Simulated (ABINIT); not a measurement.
# AlN (P6_3mc): G0W0 with ABINIT, start to end

Wanted: ground state, empty states, screening and self-energy for AlN (P6_3mc).

Method: LDA and many-body steps on it, plane waves, in ABINIT 10.8.3.

The database entry behind the starting cell differs from later determinations by our own check (inner coordinate u about 0.002 short), so it need not match the best structure at ambient conditions.

**1. Starting point**

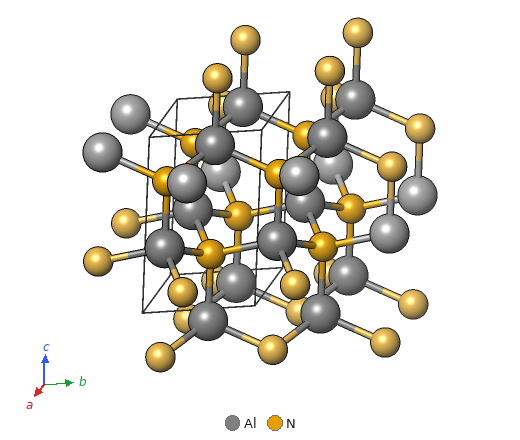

Start, viewed slightly off an axis; aluminium grey, nitrogen orange. 2×2×1 cells are drawn. Some periodic images of atoms are drawn too.

The cell and positions come from the Crystallography Open Database and are kept as given unless a step says otherwise.

**2. Ground state**

This step: ABINIT 10.8.3; DFT, LDA, plane waves, norm-conserving pseudopotentials.

The ground-state density comes first.

File run.abi:

```
acell 3*1.0 Angstrom
rprim 
  3.113000000011 -0.000000000003 0.000000000000
  -1.556500000003 2.695937081992 0.000000000000
  0.000000000000 0.000000000000 4.981000000000
ntypat 2
znucl 13 7
natom 4
typat 1 1 2 2
xred 
  0.333333333333 0.666666666667 0.000000000000
  0.666666666667 0.333333333333 0.500000000000
  0.333333333333 0.666666666667 0.380000000000
  0.666666666667 0.333333333333 0.880000000000
pp_dirpath "pseudos"
pseudos "Al.upf, N.upf"
ecut 36
ngkpt 6 6 4
nshiftk 1
shiftk 0 0 0
kptopt 1
chksymbreak 0
nband 14
occopt 1
tolvrs 1e-10
nstep 60
prtwf 0
indata_prefix "in"
outdata_prefix "out"
tmpdata_prefix "tmp"
```

The run is started by

```console
$ OMP_NUM_THREADS=1 mpirun -n 4 abinit run.abi > log
```

Numbers of over 12 decimals in the logs are rounded to 6 here.

What it wrote:

```text
.Version 10.8.3 of ABINIT. v10.8.2 released Aug 2026.

 Symmetries : space group P6_3 m c (#186); Bravais hP (primitive hexag.)
================================================================================
 Values of the parameters that define the memory need of the present run
     intxc =       0    ionmov =       0      iscf =       7    lmnmax =       6
     lnmax =       6     mgfft =      54  mpssoang =       3    mqgrid =    3001
     natom =       4  nloc_mem =       1    nspden =       1   nspinor =       1
    nsppol =       1      nsym =      12    n1xccc =    2501    ntypat =       2
    occopt =       1   xclevel =       1
-    mband =          14        mffmem =           1         mkmem =           6
       mpw =        2934          nfft =       55296          nkpt =          21
================================================================================
  Rough estimation (10% accuracy) of disk space for files :
================================================================================

--------------------------------------------------------------------------------
------------- Echo of variables that govern the present computation ------------
--------------------------------------------------------------------------------
 -outvars: echo values of preprocessed input variables --------
            acell      1.8897261259E+00  1.8897261259E+00  1.8897261259E+00 Bohr

      chksymbreak           0
             ecut      3.60000000E+01 Hartree
-          fftalg         312

              ixc       -1012
              kpt      0.00000000E+00  0.00000000E+00  0.00000000E+00
                       1.66666667E-01  0.00000000E+00  0.00000000E+00
                       3.33333333E-01  0.00000000E+00  0.00000000E+00
                       5.00000000E-01  0.00000000E+00  0.00000000E+00
                       1.66666667E-01  1.66666667E-01  0.00000000E+00
                       3.33333333E-01  1.66666667E-01  0.00000000E+00
                       3.33333333E-01  3.33333333E-01  0.00000000E+00
                       0.00000000E+00  0.00000000E+00  2.50000000E-01
                       1.66666667E-01  0.00000000E+00  2.50000000E-01
   [... 10 further rows ...]
                       3.33333333E-01  1.66666667E-01  5.00000000E-01
                       3.33333333E-01  3.33333333E-01  5.00000000E-01
         kptrlatt        6    0    0      0    6    0      0    0    4
          kptrlen      3.52963046E+01
P           mkmem           6
            natom           4
            nband          14
            ngfft          32      32      54
             nkpt          21
            nstep          60
             nsym          12
           ntypat           2
              occ      2.000000  2.000000  2.000000  2.000000  2.000000  2.000000
                       2.000000  2.000000  0.000000  0.000000  0.000000  0.000000
                       0.000000  0.000000
            prtwf           0
            rprim      3.1130000000E+00 -3.0000000000E-12  0.0000000000E+00
[...]
spgroup         186

           tolvrs      1.00000000E-10

             xred      3.3333333333E-01  6.6666666667E-01  1.1102230246E-16
[...]
znucl       13.00000    7.00000

================================================================================

 chkinp: Checking input parameters for consistency.

================================================================================
== DATASET  1 ==================================================================
-   mpi_nproc: 4, omp_nthreads: 1 (-1 if OMP is not activated)

--- !DatasetInfo
iteration_state: {dtset: 1, }
dimensions: {natom: 4, nkpt: 21, mband: 14, nsppol: 1, nspinor: 1, nspden: 1, mpw: 2934, }
cutoff_energies: {ecut:  36.0, pawecutdg:  -1.0, }
electrons: {nelect:   1.60000000E+01, charge:   0.00000000E+00, occopt:   1.00000000E+00, tsmear:   1.00000000E-02, }

 Real(R)+Recip(G) space primitive vectors, cartesian coordinates (Bohr,Bohr^-1):
 R(1)=  5.8827174  0.0000000  0.0000000  G(1)=  0.1699895  0.0981435  0.0000000
 R(2)= -2.9413587  5.0945827  0.0000000  G(2)=  0.0000000  0.1962869  0.0000000
 R(3)=  0.0000000  0.0000000  9.4127258  G(3)=  0.0000000  0.0000000  0.1062392
 Unit cell volume ucvol=  2.8209931E+02 bohr^3
 Angles (23,13,12)=  9.00000000E+01  9.00000000E+01  1.20000000E+02 degrees

 getcut: wavevector=  0.0000  0.0000  0.0000  ngfft=  32  32  54
         ecut(hartree)=     36.000   => boxcut(ratio)=   2.01398

--- Pseudopotential description ------------------------------------------------
- Al Generated using ONCVPSP code by D. R. Hamann
- 13.00000   3.00000  180309                  znucl, zion, pspdat
12 -1012 2 -1 1854                            pspcod,pspxc,lmax,lloc,mmax
     nproj     2     2     2
  pspatm : epsatm=    0.57439143
         --- l  ekb(1:nproj) -->
[...]
pspatm: atomic psp has been read  and splines computed

- N Generated using ONCVPSP code by D. R. Hamann
-  7.00000   5.00000  180309                  znucl, zion, pspdat
12 -1012 1 -1 1058                            pspcod,pspxc,lmax,lloc,mmax
     nproj     2     2     0
  pspatm : epsatm=    5.30777321
         --- l  ekb(1:nproj) -->
[...]
pspatm: atomic psp has been read  and splines computed

[...]
--- !BeginCycle
iteration_state: {dtset: 1, }
solver: {iscf: 7, nstep: 60, nline: 4, wfoptalg: 0, }
tolerances: {tolvrs: 1.00E-10, }

     iter   Etot(hartree)      deltaE(h)  residm     vres2
 ETOT  1  -25.360049001870    -2.536E+01 5.573E-02 9.227E+02
 ETOT  2  -25.419467492625    -5.942E-02 1.610E-02 7.435E+02
 ETOT  3  -25.684981279308    -2.655E-01 1.357E-02 2.073E+00
 ETOT  4  -25.686120860242    -1.140E-03 7.821E-03 9.918E-02
 ETOT  5  -25.686147307159    -2.645E-05 3.235E-03 8.794E-04
 ETOT  6  -25.686147472856    -1.657E-07 2.204E-03 1.237E-04
 ETOT  7  -25.686147526854    -5.400E-08 2.652E-03 8.548E-07
 ETOT  8  -25.686147527106    -2.524E-10 2.193E-03 6.702E-08
 ETOT  9  -25.686147527133    -2.737E-11 1.592E-03 1.788E-09
 ETOT 10  -25.686147527134    -1.069E-12 1.031E-03 1.815E-11

 At SCF step   10       vres2   =  1.81E-11 < tolvrs=  1.00E-10 =>converged.

 Cartesian components of stress tensor (hartree/bohr^3)
  sigma(1 1)=  2.34144830E-04  sigma(3 2)=  0.00000000E+00
  sigma(2 2)=  2.34144830E-04  sigma(3 1)=  0.00000000E+00
  sigma(3 3)=  1.74624766E-04  sigma(2 1)=  0.00000000E+00

--- !ResultsGS
iteration_state: {dtset: 1, }
comment   : Summary of ground state results
lattice_vectors:
- [  5.8827174,  -0.0000000,   0.0000000, ]
- [ -2.9413587,   5.0945827,   0.0000000, ]
- [  0.0000000,   0.0000000,   9.4127258, ]
lattice_lengths: [   5.88272,    5.88272,    9.41273, ]
lattice_angles: [ 90.000,  90.000, 120.000, ] # degrees, (23, 13, 12)
lattice_volume:   2.8209931E+02
convergence: {deltae: -1.069E-12, res2:  1.815E-11, residm:  1.031E-03, diffor: null, }
etotal    :  -2.56861475E+01
entropy   :   0.00000000E+00
fermie    :   2.07969323E-01
cartesian_stress_tensor: # hartree/bohr^3
- [  2.34144830E-04,   0.00000000E+00,   0.00000000E+00, ]
- [  0.00000000E+00,   2.34144830E-04,   0.00000000E+00, ]
- [  0.00000000E+00,   0.00000000E+00,   1.74624766E-04, ]
pressure_GPa:  -6.3051E+00
xred      :
- [  3.3333E-01,   6.6667E-01,   1.1102E-16, Al]
- [  6.6667E-01,   3.3333E-01,   5.0000E-01, Al]
- [  3.3333E-01,   6.6667E-01,   3.8000E-01,  N]
- [  6.6667E-01,   3.3333E-01,   8.8000E-01,  N]
cartesian_forces: # hartree/bohr
- [  4.46993483E-32,  -2.58071807E-32,  -2.24347515E-03, ]
- [  4.46993483E-32,  -2.58071807E-32,  -2.24347515E-03, ]
- [  2.23496741E-31,  -9.54865688E-31,   2.24347515E-03, ]
- [ -3.12895438E-31,   1.00648005E-30,   2.24347515E-03, ]
force_length_stats: {min:   2.24347515E-03, max:   2.24347515E-03, mean:   2.24347515E-03, }

 Integrated electronic density in atomic spheres:
 ------------------------------------------------
 Atom  Sphere_radius  Integrated_density
[...]
4        2.00000          5.34572500
================================================================================

 ----iterations are completed or convergence reached----

 Mean square residual over all n,k,spin=   55.697E-07; max=  10.310E-04
 reduced coordinates (array xred) for    4 atoms
       0.333333333333      0.666666666667      0.000000000000
       0.666666666667      0.333333333333      0.500000000000
       0.333333333333      0.666666666667      0.380000000000
       0.666666666667      0.333333333333      0.880000000000
 rms dE/dt=  1.2192E-02; max dE/dt=  2.1117E-02; dE/dt below (all hartree)
    1       0.000000000000      0.000000000000      0.021117173486
    2       0.000000000000      0.000000000000      0.021117173486
    3      -0.000000000000      0.000000000000     -0.021117259447
    4       0.000000000000     -0.000000000000     -0.021117259447

 cartesian coordinates (angstrom) at end:
    1      1.67e-12     1.797291     0.000000
    2      1.556500     0.898646     2.490500
    3      1.67e-12     1.797291     1.892780
    4      1.556500     0.898646     4.383280

 cartesian forces (hartree/bohr) at end:
    1      0.000000    -0.000000    -0.00224348
    2      0.000000    -0.000000    -0.00224348
    3      0.000000    -0.000000     0.00224348
    4     -0.000000     0.000000     0.00224348
 frms,max,avg= 1.2952710E-03 2.2434751E-03   0.000E+00  0.000E+00  4.566E-09 h/b

 cartesian forces (eV/Angstrom) at end:
    1      0.000000    -0.000000    -0.115364
    2      0.000000    -0.000000    -0.115364
    3      0.000000    -0.000000     0.115364
    4     -0.000000     0.000000     0.115364
 frms,max,avg= 6.6605512E-02 1.1536413E-01   0.000E+00  0.000E+00  2.348E-07 e/A
 length scales=  1.889726125908  1.889726125908  1.889726125908 bohr
              =  1.000000000000  1.000000000000  1.000000000000 angstroms
 prteigrs : about to open file out_EIG
 Fermi (or HOMO) energy (hartree) =   0.20797   Average Vxc (hartree)=  -0.40307
 Eigenvalues (hartree) for nkpt=  21  k points:
 kpt#   1, nband= 14, wtk=  0.00694, kpt=  0.0000  0.0000  0.0000 (reduced coord)
  -0.34284   -0.26113   -0.01340    0.17723    0.17723    0.20143    0.20143    0.20797
   0.36434    0.44914    0.59278    0.61208    0.61208    0.68432
 prteigrs : prtvol=0 or 1, do not print more k-points.

--- !EnergyTerms
iteration_state     : {dtset: 1, }
comment             : Components of total free energy in Hartree
kinetic             :  1.63935807916451E+01
hartree             :  5.61716888740043E+00
xc                  : -8.49234516615847E+00
Ewald energy        : -2.17432241271520E+01
psp_core            :  6.67244707056834E-01
local_psp           : -1.66983499131039E+01
non_local_psp       : -1.43022270682249E+00
total_energy        : -2.56861475271344E+01
total_energy_eV     : -6.98955681532103E+02
band_energy         :  2.79891230043073E-01

 Cartesian components of stress tensor (hartree/bohr^3)
  sigma(1 1)=  2.34144830E-04  sigma(3 2)=  0.00000000E+00
  sigma(2 2)=  2.34144830E-04  sigma(3 1)=  0.00000000E+00
  sigma(3 3)=  1.74624766E-04  sigma(2 1)=  0.00000000E+00

-Cartesian components of stress tensor (GPa)         [Pressure= -6.3051E+00 GPa]
- sigma(1 1)=  6.88877874E+00  sigma(3 2)=  0.00000000E+00
- sigma(2 2)=  6.88877874E+00  sigma(3 1)=  0.00000000E+00
- sigma(3 3)=  5.13763798E+00  sigma(2 1)=  0.00000000E+00

== END DATASET(S) ==============================================================
================================================================================

 -outvars: echo values of variables after computation  --------
           etotal     -2.5686147527E+01
            nband          14
             nkpt          21
          spgroup         186
 [... the other variables as echoed above ...]

 Calculation completed.
```

Wall time 9 s (4 MPI ranks of Arm Neoverse V1, shared host); peak memory 0.28 GiB.

Numbers from this step:

```yaml
total_energy: -698.9557 eV
gap: 4.255 eV
k_of_the_valence_top: 0, 0, 0
k_of_the_conduction_bottom: 0, 0, 0
least_direct_gap: 4.255 eV
pressure: -6.305 GPa
```

The gap is direct, at Γ.

The cutoff was set for levels, not for stress, so the pressure can be off by some GPa.

[end of part 1 of 3]

[Paths, hosts, dates, memory and timing lines, banners, echoed tables and standing remarks are left out of the program output.]

[Logs are printed without paths, hosts, clocks, repeated set-up lines and the standing remarks that a program may print on its own settings, such as how far it seeks lower states.]

[Runs of the session that timed out or met a known fault of the program may be left out.]

[Hosts, paths, dates, database ids (printed as entryN), source tags and the programs' standing remarks are cut or masked in the printed files.]

[G0W0 gaps are taken among the corrected bands and points alone; a level outside them can change the order at an edge.]

[Where Ansatz stands beside ABINIT at settings called matched, ABINIT's density can come from a denser mesh and the files from another edition; pairs whose starting gaps differed by over 0.03 eV were left out, so agreement reads better than it is.]
